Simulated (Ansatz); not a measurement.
## Ligand exchange: GeH2(NH2)2 + C4H9N → GeH(NH2)3 + C4H8

Gas-phase species: GeH2(NH2)2, singlet; C4H9N (cyclobutylamine) `NC1CCC1`, singlet; GeH(NH2)3, singlet; C4H8 (cyclobutane) `C1CCC1`, singlet. The partners trade H for NH2: Ge–H and C–NH2 bonds give way to Ge–NH2 and C–H.

Shapes, held fixed at every level: PBE0-D4/def2-TZVP. Flexible molecules stand in one conformer, not always the lowest. Programs: Ansatz 0.2.0. The zero-point and thermal change to 298 K, harmonic and unscaled (PBE0-D4/def2-TZVP), is +3.8 kJ/mol.

```
              level                    kind  ΔH(298 K) (kJ/mol)  less CCSD(T)/def2-TZVPP
  PBE-D4/def2-TZVPP                     GGA               -69.5                     +9.5
BHLYP-D4/def2-TZVPP           global hybrid               -77.4                     +1.6
 PBE0-D4/def2-TZVPP           global hybrid               -71.6                     +7.4
 wB97X-V/def2-TZVPP  range-separated hybrid               -73.8                     +5.2
       MP2/def2-SVP     perturbation theory               -67.7                    +11.3
   CCSD(T)/def2-SVP   coupled cluster or CI               -62.3                    +16.7
 CCSD(T)/def2-TZVPP   coupled cluster or CI               -79.0                      0.0
```

The highest level, CCSD(T)/def2-TZVPP, gives ΔH(298 K) = -79.0 kJ/mol; the levels span -79.0 to -62.3. The column of differences is taken from that level and isn't an error. No measured value is set beside it here. Relativity is left out for Ge. Outer-core shells of Ge are correlated, in sets that cover them unevenly.

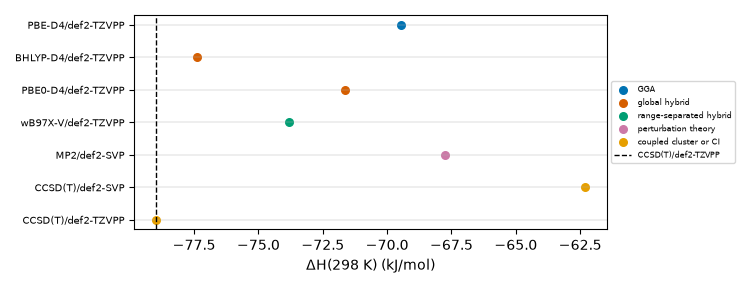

The values of the table, level by level.
